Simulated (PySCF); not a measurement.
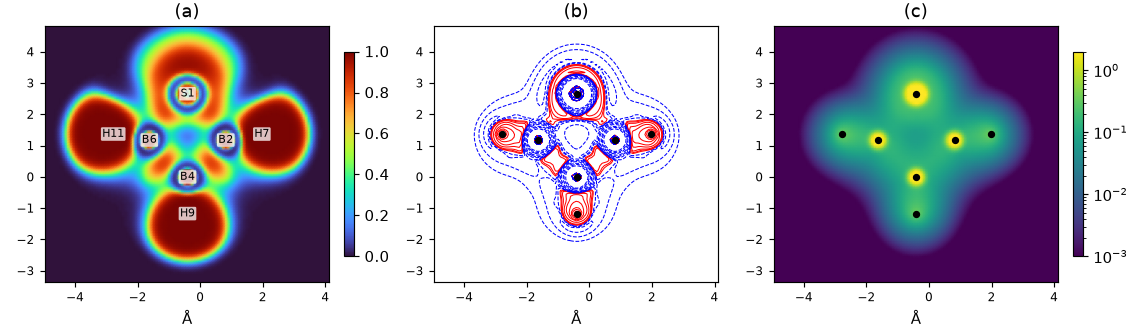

Figure 1: Closo-1-SB5 (no H on S) (B5H5S). Three fields in the plane of S1, B2, B4, B6, H7, H9 and H11. (b): solid red lines positive, dashed blue lines negative.

Level of theory: PBE0/def2-SVP (PySCF), at a geometry from GFN2-xTB. No frequency check shows the geometry to be a minimum. GFN2-xTB bond lengths at metals and heavier atoms can be off by up to 0.1 Å and shapes distorted, which carries into these values.

### The panels show, in some order, the electron localisation function (ELF), negative Laplacian of the density (−∇²ρ) and electron density. Which is which?

(a) is the electron localisation function (ELF): it runs from 0 to 1 and is close to 1 over wide basins that fill the valence regions. (b) is the negative Laplacian of the density (−∇²ρ): shells alternate in sign around each nucleus and valence concentrations outline the bonding and non-bonding pairs. (c) is the electron density: it is positive everywhere and peaks at the nuclei.
